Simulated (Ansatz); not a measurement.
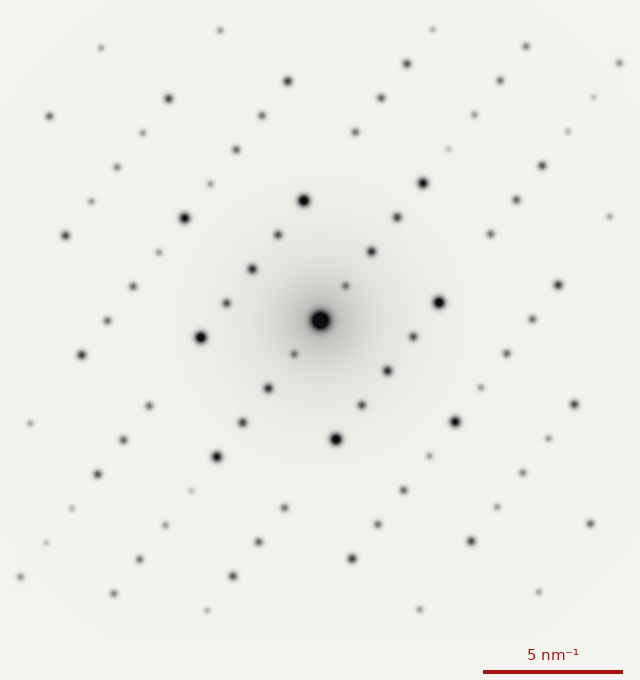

Computed electron diffraction pattern, 120 kV, single scattering only, B = 0.8 Å².

Question: What net do the spots form, and what spacings does it show?

Answer: The spots form a rectangular net whose two shortest vectors correspond to d = 6.45 Å and 3.26 Å, 90.0° apart.

Question: What is the point symmetry of the pattern, intensities included?

Answer: 2mm. A zero-layer kinematic pattern is always centrosymmetric (Friedel's law).

Question: Which crystal and zone produced it?

Answer: This cannot be fixed from one zone alone; the pattern is [100] of LiAgHg2, space group P4/mmm (No. 123), a = 3.261 Å, c = 6.446 Å. The net vectors are 0 0 1 and 0 1 0. Structure: the end point of a relaxation with DFT LDA, scalar-relativistic, plane waves, PAW (Ansatz 0.2.0); the starting structure was generated, so it need not be a known form of this composition.
